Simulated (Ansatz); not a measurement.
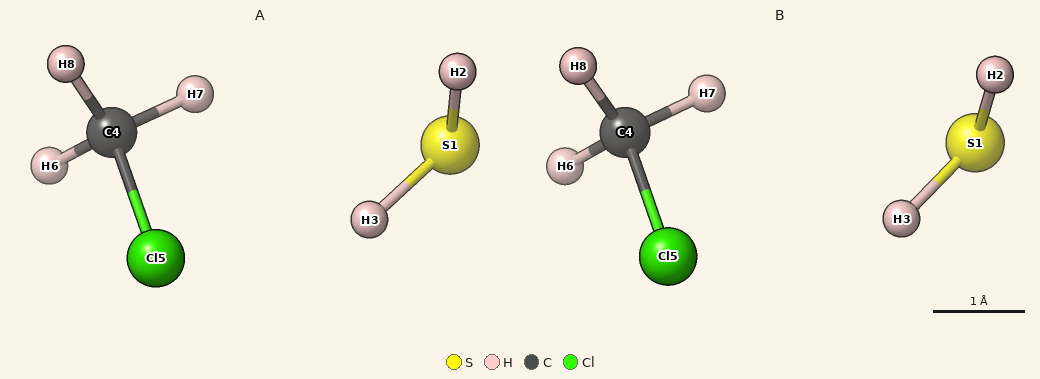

Two geometries of CH$_{5}$ClS, drawn at one scale. One is the start of a relaxation, the other its converged end. The picture is a ball-and-stick view, seen at a tilt.

All numbers below come from Ansatz 0.2.0, RKS PBE0-D4/def2-TZVP. (force threshold 0.005 eV/Å; at most 200 steps)

**Which geometry has the lower energy?**

Structure B is the relaxed one. The energy falls by 0.94 kcal/mol in 10 geometry steps. Largest force component: 0.61 eV/Å at the start, 0.0031 eV/Å at the end. The atom that moves furthest after the best rigid fit is H2 (0.19 Å). Largest moves by element: H 0.19 Å, Cl 0.09 Å, C 0.07 Å, S 0.06 Å. Near-neighbour distances that change, for instance: S1–H3 1.368 → 1.345 Å, C4–Cl5 1.798 → 1.777 Å, S1–H2 1.361 → 1.342 Å, C4–H6 1.105 → 1.087 Å.

Limits of the set-up: the start holds two separate molecules, 2.5 Å apart at their closest, whose relative position is a soft coordinate.
